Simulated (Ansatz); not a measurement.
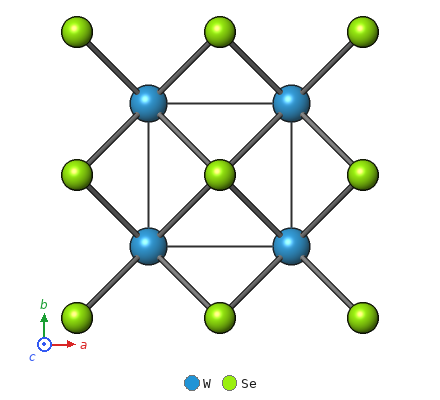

WSe (Pm-3m, No. 221): the geometry relaxed with DFT r2SCAN, scalar-relativistic, plane waves, PAW (Ansatz); the starting structure was generated, so it need not be a known form of this composition.

Space group Pm-3m (No. 221). a = 3.131 Å, b = 3.131 Å, c = 3.131 Å, α = 90.00°, β = 90.00°, γ = 90.00°
```json
{"atom": "W", "site": "1a", "symmetry": "m-3m", "x": "0.0000", "y": "0.0000", "z": "0.0000"}
{"atom": "Se", "site": "1b", "symmetry": "m-3m", "x": "0.5000", "y": "0.5000", "z": "0.5000"}
```

### What will a Z-contrast image along [001] show? Simulated incoherent Z contrast: every atom adds Z^1.7 spread by a probe of 1.30 Å full width; channelling and multiple scattering are left out. The probe carries 25 % of its weight in a tail 2.5 times as wide. Shot noise was added.

The columns repeat on a square net with a repeat of 3.13 Å (plane group p4mm). The brightest columns hold 1 W per repeat; in falling brightness follow 1 Se (about 25 %). Brightness is counted from the darkest point of the image. The closest visible columns (W and Se) are 2.21 Å apart in projection. Along the beam the structure repeats every 3.13 Å.

```tsv
column	atoms along the beam per repeat	peak brightness
W	1 W	100 %
Se	1 Se	25 %
```

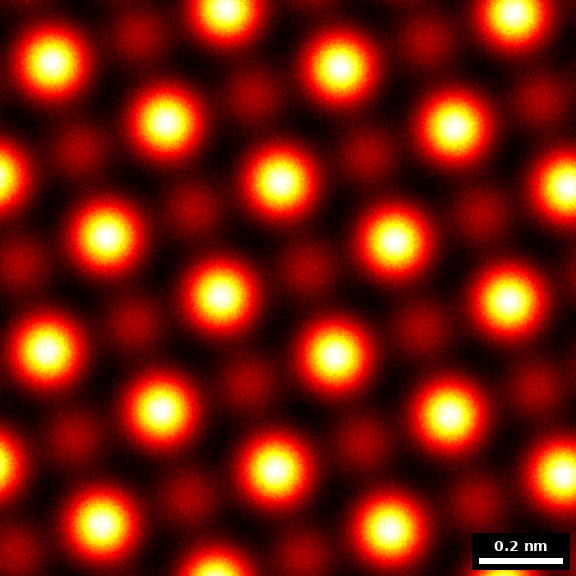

The simulated image.
